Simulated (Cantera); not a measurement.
Input: 1 mol C₂H₂, 0.66 mol CO₂, 6.9 mol H₂, held at 133 Pa.

Cantera equilibrium calculation (NASA polynomials, part measured and part estimated; ideal gas, pure solids and liquids). Candidate condensed phases: C, C₆H₆, C₇H₈, C₈H₁₈, H₂O; 110 gas species. Rates play no part.

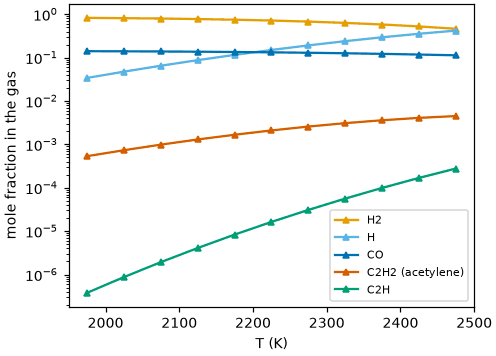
Figure. Equilibrium gas composition (values under 1e-9 drawn at 1e-9)

From 1975 K to 2475 K the condensed part is C(graphite). The main C-bearing gas is CO throughout. The share of C in condensed phases is highest at 1975 K (50.0 %) and lowest at 2475 K (45.8 %).
